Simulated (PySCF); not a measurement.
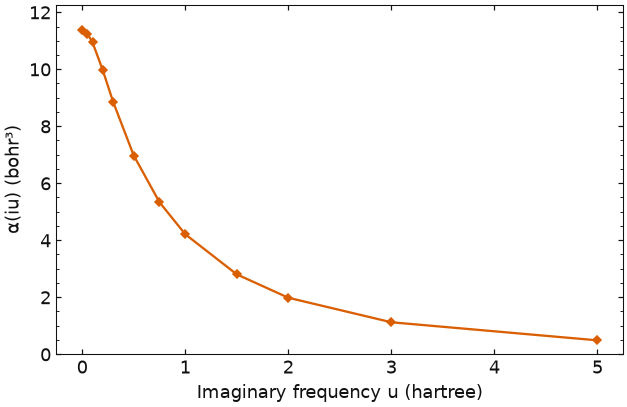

Dipole polarisability at imaginary frequency of an atom or ion with 44 electrons in the configuration [Kr] 4d⁸. Coupled response at the HF level; PySCF, def2-QZVPPD with a 28-electron core potential, unrestricted single determinants, no spin-orbit coupling.

**Which species is it, and what does the curve give?**

Rh⁺ (rhodium, Z = 45). The static dipole polarisability is 11.4 bohr³; α(iu) falls to half of it near u = 0.69 hartree. The Casimir–Polder integral gives C₆ = 69.3 hartree bohr⁶ for two such species.
